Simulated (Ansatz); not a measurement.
**CH₃BGa (SMILES [BH-]1=[CH][GaH]1) (charge −1): density, localisation and related maps**

Input file:

```
crystal:
  periodic: [false, false, false]
  atoms:
    - {symbol: C, position_ang: [-1.308581, -1.666809, 1.985658]}
    - {symbol: B, position_ang: [-0.476851, -2.234535, 1.079223]}
    - {symbol: Ga, position_ang: [0.522774, -0.387434, 1.864514]}
    - {symbol: H, position_ang: [-2.069510, -1.337258, 2.673941]}
    - {symbol: H, position_ang: [-0.290035, 0.505623, 2.996671]}
    - {symbol: H, position_ang: [0.064837, -2.913015, 0.260158]}
basis:
  gaussian: {orbitals: def2-TZVPD}
total_charge: -1
hamiltonian: {xc: pbe0}
output: {forces: true, orbitals: {seedname: orbitals}}
```

Run with:

```sh
ansatz run input.yaml --threads 1 --pin off --max-ram 2610MiB --events-out events.jsonl --progress --plain --runs-dir runs
```

Geometry: PBE0-D3(BJ)/def2-SVPD.

The calculation used isolated molecule in a Gaussian basis; Kohn-Sham density functional theory, functional PBE0 in Ansatz.

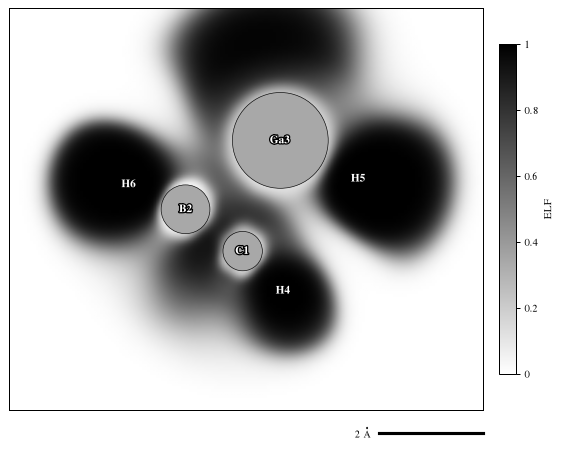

Figure 1. ELF on the molecular plane. Grey discs cover the atomic cores.

> What does the map show?

The section cuts through C, B, Ga and H sites.
C–B (1.35 Å): the ELF peaks at about 0.85 between the atoms: localised, covalent bonding.
C–Ga (2.24 Å): the ELF peaks at about 0.80 in the valence shell of C, 0.7 Å from its nucleus, and is about 0.40 at the midpoint.
Ga–B (2.24 Å): the ELF peaks at about 0.65 in the valence shell of B, 0.9 Å from its nucleus, and is about 0.45 at the midpoint.
C–H (1.08 Å): the ELF climbs to about 1 towards the hydrogen, as it does in any bond to H; a covalent bond by its length.
B–H (1.19 Å): the ELF climbs to about 1 towards the hydrogen (a covalent bond by its length).

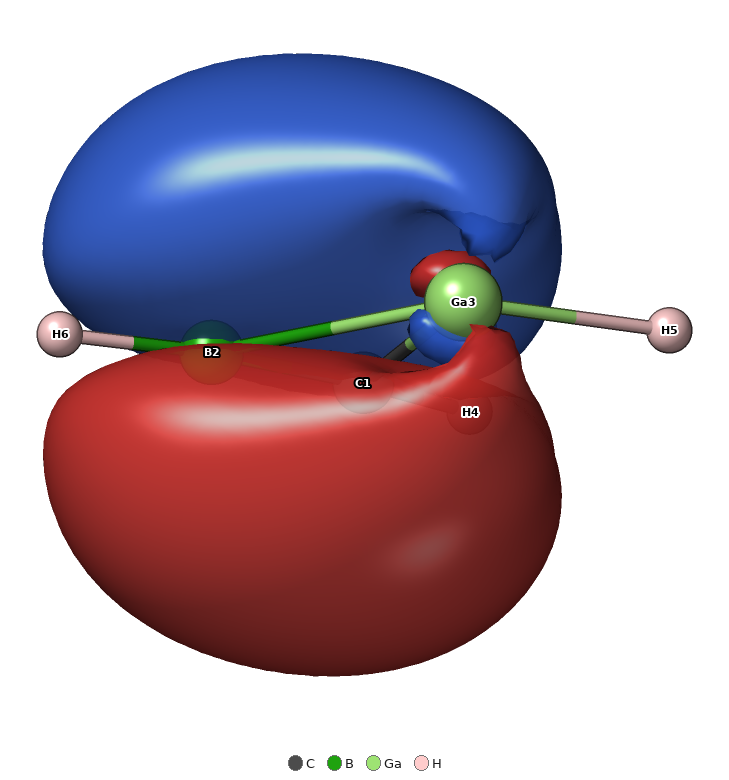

Figure 2. The HOMO−1 at ±0.06 Å⁻³ᐟ² (red and blue are the two phases), seen from one side.

> What is the character of this orbital?

Its weight (Hirshfeld) is mainly on C1 (about 50 %), B2 (about 35 %) and Ga3 (about 10 %); it changes sign across the molecular plane (π type); π-bonding across C1–B2 and B2–Ga3. Its energy is −1.89 eV.
